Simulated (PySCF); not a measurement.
Input

```
{"job": {"kind": "nmr", "xc": "PBE0", "basis": "pcSseg-1"}, "charge": 0, "multiplicity": 1}
C     -1.088373     1.348095     0.968811
C     -0.541833     0.421349     0.168687
Si    -1.470059    -1.202127    -0.108659
C      0.770727     0.684446    -0.520915
C      1.851702    -0.312845    -0.181555
F      1.474419    -1.555775    -0.580466
F      2.987388    -0.004075    -0.842350
H     -0.594090     2.309807     1.156569
H     -2.053558     1.194009     1.461357
H     -0.888302    -2.325563     0.683760
H     -2.882652    -0.992956     0.332433
H     -1.451644    -1.573486    -1.555332
H      0.650920     0.642705    -1.617860
H      1.150152     1.687633    -0.269554
H      2.077065    -0.360346     0.898563
```

Launched as:

```sh
OMP_NUM_THREADS=1 python probes_run.py task.json out
```

Geometry: PBE0-D3(BJ)/def2-SVP.

The calculation used PBE0/pcSseg-1, SCF density, gas phase, non-relativistic in PySCF.

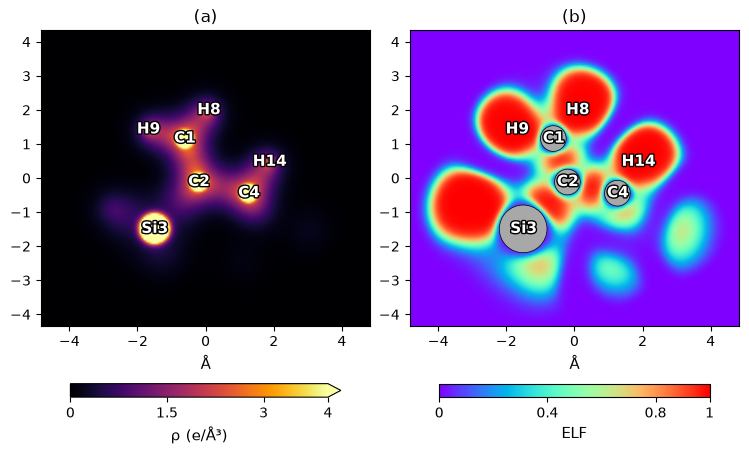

C₄H₈F₂Si (SMILES C=C([SiH3])CC(F)F). (a) electron density; (b) ELF on the plane of atoms H8, C1 and H9. Grey discs cover the atomic cores in the ELF map.

Interpret the plot.

The section cuts through C, Si and H sites.
C–C (1.34 Å): ρ at the midpoint is about 2.2 e/Å³; the ELF peaks at about 0.90 between the atoms: a multiple bond.
C–Si (1.89 Å): the density is about 0.93 e/Å³ at the midpoint; the ELF peaks at about 0.95 between the atoms (a shared electron pair).
C–H (1.09 Å): the density is about 2 e/Å³ at the midpoint; the ELF climbs to about 1 towards the hydrogen, as it does in any bond to H: a covalent bond by its length.
C–C (1.51 Å): ρ is about 1.7 e/Å³ halfway; the ELF peaks at about 0.95 between the atoms (a shared electron pair).
